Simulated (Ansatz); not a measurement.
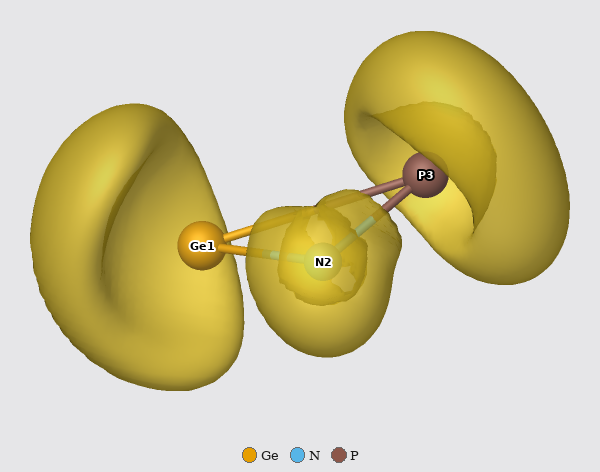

The picture shows: GeNP (triplet). Isosurface of the electron localisation function at 0.75 (yellow), seen at an oblique angle. Only the valence region is drawn (cores and ρ < 0.01 e/Å³ removed).

Geometry: r2SCAN-D4/def2-SVP.

Theory: isolated molecule in a Gaussian basis; Kohn-Sham density functional theory, functional PBE0 (Ansatz 0.2.0).

> Where are the electrons localised?

At this value the surface marks out one region on N in which the atom's valence shell and bonds are merged, one lobe on Ge, pointing away from the bonds (non-bonding electrons) and one region wrapped around P (its valence shell). Profiles from the grid: P–N (1.64 Å): the ELF peaks at about 0.85 between the atoms (a polar covalent bond). Ge–N (1.79 Å): the ELF peaks at about 0.85 in the valence shell of N, 0.6 Å from its nucleus, and is about 0.40 at the midpoint.
